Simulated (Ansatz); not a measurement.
## [PH4]+ (phosphonium): the vertical ionisation energy, rung by rung

The species is [PH4]+ (5 atoms), meant as a singlet with charge +1. SMILES: `[PH4+]`. The shape is that of a GFN2-xTB optimisation.

Quantity: the vertical ionisation energy (to the doublet dication), in eV. The values are calculated.

```tsv
level	kind	program	value (eV)	less FCI/6-31G	CPU time (all runs)
BLYP/6-31G	GGA	Ansatz	22.20	-0.07	3.8 s
B3LYP/6-31G	global hybrid	Ansatz	22.53	+0.26	3.6 s
BHLYP/6-31G	global hybrid	Ansatz	22.59	+0.32	4.1 s
wB97M-V/6-31G	range-separated hybrid	Ansatz	22.52	+0.25	29 s
B2PLYP/6-31G	double hybrid	Ansatz	22.46	+0.19	8.1 s
BCCD(T)/6-31G	coupled cluster or CI	Ansatz	22.28	+0.01	0.86 s
CCSD(T)/6-31G	coupled cluster or CI	Ansatz	22.28	+0.01	0.89 s
FCI/3-21G	exact in the basis	Ansatz	22.38	+0.11	23 s
FCI/6-31G	exact in the basis	Ansatz	22.27	0.00	21 s
```

FCI/6-31G is exact within its basis and frozen core, so for wave-function methods in that basis the difference is their error; functionals converge differently with the basis, so for them it is only a difference. The values span 22.20 to 22.59 eV. All rows use very small basis sets, so even the best lies far from the true value. CPU times are rough (shared hosts, several kinds of processor): they show what a rung costs within a factor of a few.

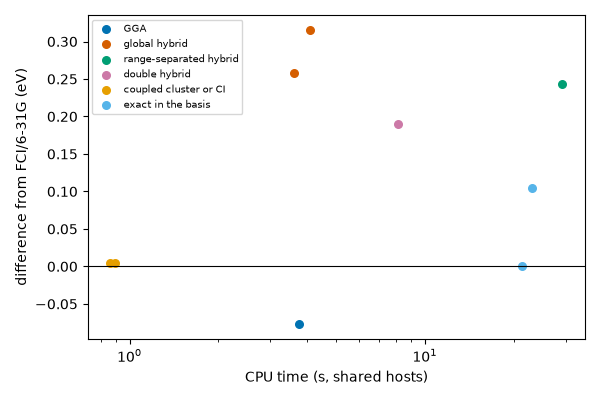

Difference from FCI/6-31G against processor time, one point a level.
